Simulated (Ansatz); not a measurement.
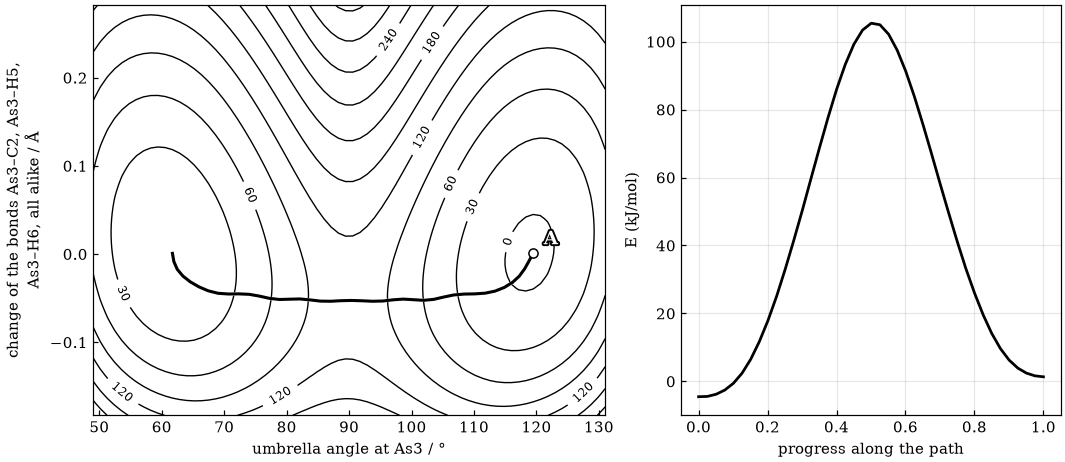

CH₃AsLi, SMILES [Li][CH][AsH2], spin multiplicity 2. Coordinates scanned: (1) umbrella angle at As3 (between each of its bonds and their common axis; 90 is planar); (2) change of the bonds As3–C2, As3–H5, As3–H6, all alike. Nothing is relaxed (all other coordinates rigid). The scan uses an 11 × 11 grid. Points are written as (first, second). All energies are given in kJ/mol relative to the lowest grid point. The calculation used Ansatz, UKS PBE0-D4/def2-SVP.

Drawn: contour lines labelled in kJ/mol (none above 300), a line along the lowest path, the energy along the path at the right, the start A. Between grid points the surface is interpolated.

Q: Describe the path and its barrier.

A: The easiest path leads from the well at about (119°, 0.00 Å) to the well at about (62°, 0.00 Å), about 5.9 kJ/mol higher. Its highest point lies about 110 kJ/mol above the bottom of the first well on the interpolated surface, at about (90°, −0.05 Å). The start is the relaxed structure and all else is held, so a fully relaxed path at this level can only be lower.
